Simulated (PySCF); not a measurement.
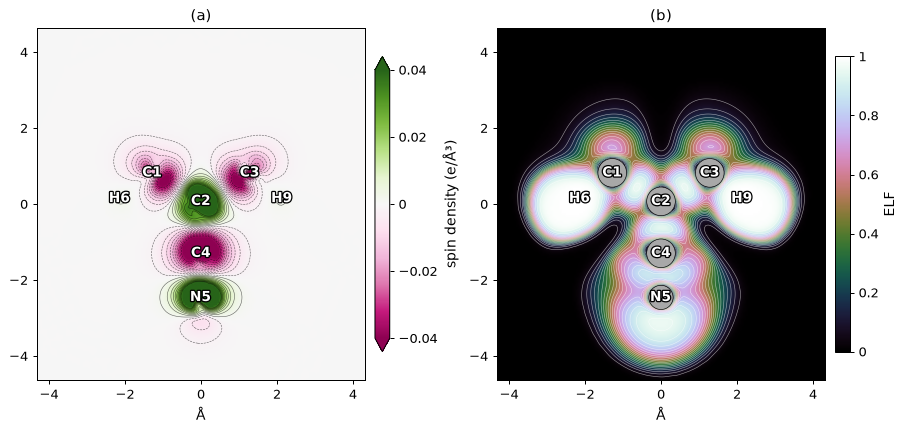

*C$_{4}$H$_{6}$N (doublet). (a) spin density (α minus β); (b) ELF on the plane of atoms C2, C3 and H9. Grey discs cover the atomic cores in the ELF map.*

Geometry: GFN2-xTB.

These are results of UKS B3LYP, pcH-1 on C H N, non-relativistic, mean-field spin-orbit, GIAO in PySCF 2.14.0, density-fitted response routines, not measurements.

```yaml
atoms:
  - { symbol: C, position_ang: [1.3495, 0.0281, 0.1594] }
  - { symbol: C, position_ang: [-0.1118, 0.2777, 0.0486] }
  - { symbol: C, position_ang: [-1.0187, -0.8427, -0.3140] }
  - { symbol: C, position_ang: [-0.6173, 1.5273, 0.2787] }
  - { symbol: N, position_ang: [-1.0463, 2.5887, 0.4741] }
  - { symbol: H, position_ang: [1.8857, 0.9343, 0.4309] }
  - { symbol: H, position_ang: [1.5476, -0.7397, 0.9115] }
  - { symbol: H, position_ang: [1.7431, -0.3457, -0.7892] }
  - { symbol: H, position_ang: [-2.0546, -0.5146, -0.3580] }
  - { symbol: H, position_ang: [-0.7377, -1.2595, -1.2844] }
  - { symbol: H, position_ang: [-0.9340, -1.6512, 0.4165] }
```

What does the map show?

Answer. Atoms in the plane: C, N and H. C–N (1.16 Å): the ELF peaks at about 0.90 between the atoms; a multiple bond. C–C (1.37 Å): the ELF peaks at about 0.95 between the atoms (localised, covalent bonding). C–H (1.09 Å): the ELF climbs to about 1 towards the hydrogen, as it does in any bond to H: a covalent bond by its length. C–C (1.49 Å): the ELF peaks at about 0.95 between the atoms (localised, covalent bonding). The ELF also peaks beside N5, away from the bonds: non-bonding electrons, paired or unpaired. The unpaired spin (1 electron) lies mostly on C2 (about 0.5) and N5 (about 0.3), in electrons by Hirshfeld's partition.
